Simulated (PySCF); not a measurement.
```xyz
11

N     2.5939   -0.7212    1.3356
C     1.8930   -0.5611    0.4431
Si    0.7392   -0.2924   -0.9993
C    -0.6530    0.8393   -0.3640
Si   -1.6215    0.1681    1.1314
H     0.2326   -1.6121   -1.3838
H     1.5460    0.3163   -2.0606
H    -0.2263    1.8089   -0.1009
H    -1.3414    1.0261   -1.1898
H    -0.8223    0.0961    2.3454
H    -2.3347   -1.0654    0.8169
```

Geometry: GFN2-xTB.

Theory: UKS B3LYP, pcH-1 on C H N Si, non-relativistic, mean-field spin-orbit, GIAO (PySCF).

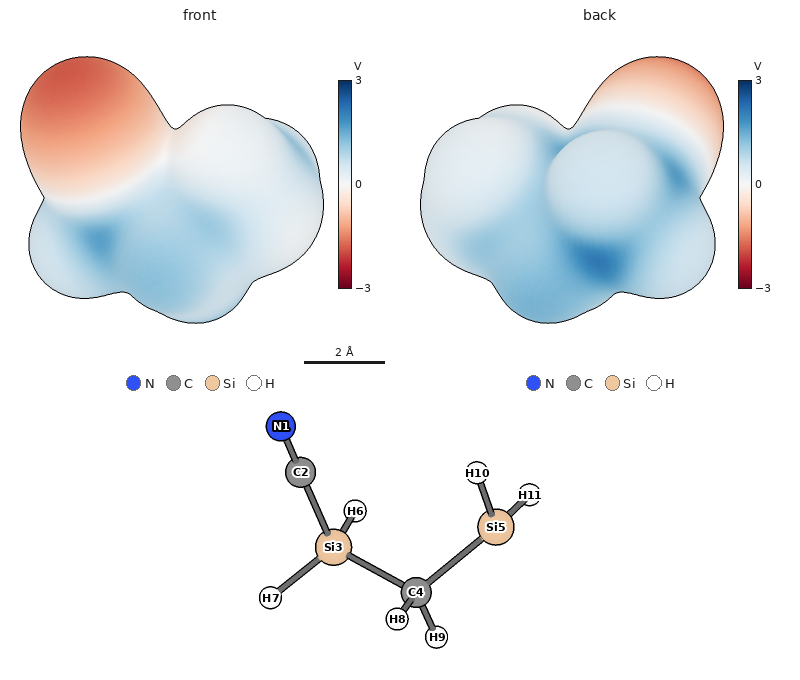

C$_{2}$H$_{6}$NSi$_{2}$ (SMILES N#C[SiH2]C[SiH2]) (doublet). The molecular electrostatic potential painted on the density surface at 0.002 e/bohr³, seen from the front and from behind; red is negative and blue positive. The bare structure is drawn below in the same view.

Question: Which sites attract a positive test charge, and which a negative one?

Answer: A positive charge is drawn to the negative regions and a negative charge to the positive ones. The most negative region (about −1.8 V, or −42 kcal/mol for a unit charge) lies over N1, the most positive (about +2.0 V, or +46 kcal/mol for a unit charge) over Si3. N1 is the likeliest acceptor of a hydrogen bond.
